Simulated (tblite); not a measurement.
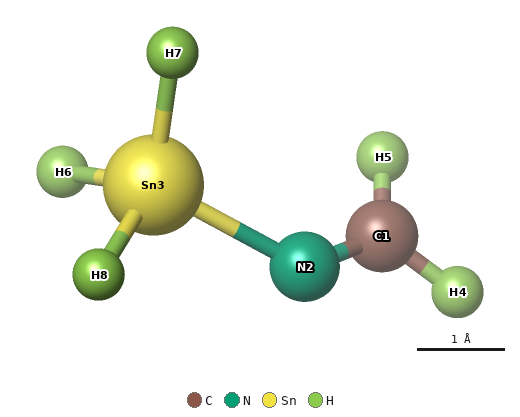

Figure 1. The input geometry (ball-and-stick view, seen at a tilt; atoms are numbered from 1 in the order of the input). Sticks mark near contacts. Bond lengths as drawn: C–H 1.09 Å, C–N 1.25 Å, H–Sn 1.65 to 1.67 Å and N–Sn 2.03 Å.

# Run report: CH5NSn, polarizability calculation

- system: CH5NSn, SMILES C=[N][SnH3]
- method: GFN2-xTB, R-SCC (tblite 0.8.0)

The geometry comes from this level: GFN2-xTB.

Input file (run.py):
```python
"""GFN2-xTB finite-field polarizability"""
import json
import numpy as np
from tblite.interface import Calculator
from tblite.library import ffi
from tblite.interface import symbols_to_numbers

symbols = list(map(str, np.loadtxt("start.xyz", skiprows=2, usecols=0, dtype=str, ndmin=1)))
numbers = np.array(symbols_to_numbers(symbols))
positions = np.loadtxt("start.xyz", skiprows=2, usecols=(1, 2, 3), ndmin=2) / 0.52917721

def dipole(field):
    xtb = Calculator("GFN2-xTB", numbers, positions, charge=0, uhf=0)
    xtb.set("verbosity", 0)
    xtb.set("accuracy", 0.01)
    xtb.add("electric-field", ffi.new("double[3]", list(field)))
    return xtb.singlepoint()

F = 0.001  # field step, atomic units
result = dipole([0.0, 0.0, 0.0])
alpha = np.array([(dipole(F * v).get('dipole') - dipole(-F * v).get('dipole')) / (2 * F) for v in np.eye(3)])
print(f"E = {result.get('energy'):.8f} Eh")
print("polarizability tensor (bohr^3)")
for row in alpha:
    print("".join(f"{v:12.4f}" for v in row))
w = np.linalg.eigvalsh((alpha + alpha.T) / 2)
print("principal values", np.round(w, 3), " isotropic %.3f" % w.mean())
out = {k: np.asarray(result.get(k)).tolist() for k in ("energy", "gradient", "charges", "dipole", "orbital-energies", "orbital-occupations")}
out.update(symbols=symbols, positions=(positions * 0.529177210903).tolist(), alpha=alpha.tolist())
json.dump(out, open("results.json", "w"))
```

File start.xyz:
```
8
start geometry
C     -1.052550     0.551910    -1.210910
N     -0.776140    -0.356020    -0.402080
Sn     0.763980    -0.466260     0.921440
H     -1.928220     0.426570    -1.843370
H     -0.500930     1.483330    -1.359390
H      0.723910     0.735440     2.084200
H      2.273680    -0.433370     0.197630
H      0.496270    -1.941600     1.612480
```

Run as:
```bash
python run.py
```

What the program printed:
```
E = -9.63284116 Eh
polarizability tensor (bohr^3)
     55.2956     -3.9721     11.7006
     -3.9722     49.2809     -6.5922
     11.7003     -6.5923     57.7893
principal values [44.043 47.368 70.955]  isotropic 54.122
```

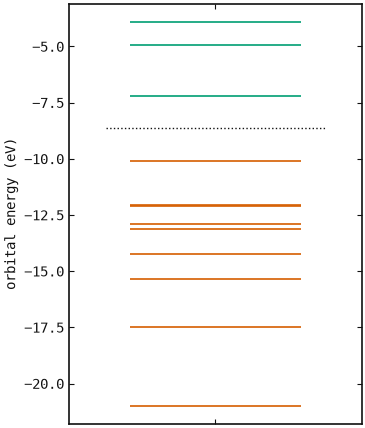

Figure 2. Orbital energies near the frontier; the dotted line parts filled from empty levels, and levels within 0.02 eV of each other stand side by side. Highest filled −10.11 eV, lowest empty −7.18 eV, 2.93 eV apart.

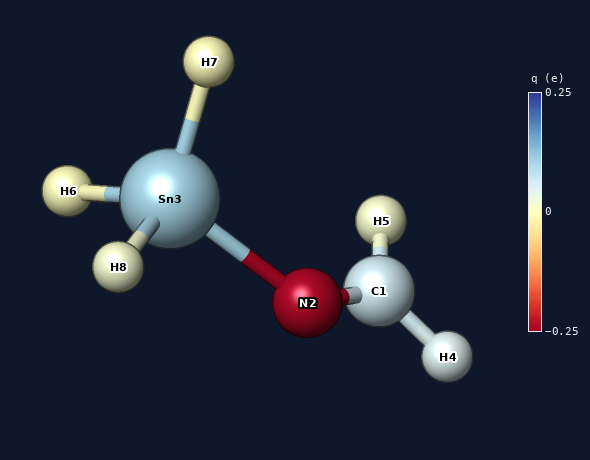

Figure 3. Mulliken charges, as the colour of each atom (ball-and-stick view, seen at a tilt; atoms are numbered from 1 in the order of the input). By element: C +0.06, N −0.24, Sn +0.10 and H 0.00 to +0.05 e.

Key numbers:

```json
{"quantity": "outcome", "value": "converged"}
{"quantity": "total energy", "value": "−9.632841 hartree"}
{"quantity": "basis functions", "value": "22"}
{"quantity": "largest force", "value": "0.019 eV/Å"}
{"quantity": "HOMO", "value": "−10.11 eV"}
{"quantity": "LUMO", "value": "−7.18 eV"}
{"quantity": "dipole moment", "value": "1.74 D"}
{"quantity": "hardware", "value": "1 thread of Intel Xeon @ 2.70GHz, 189 GiB of memory available, shared host"}
{"quantity": "peak memory", "value": "0.068 GiB"}
```
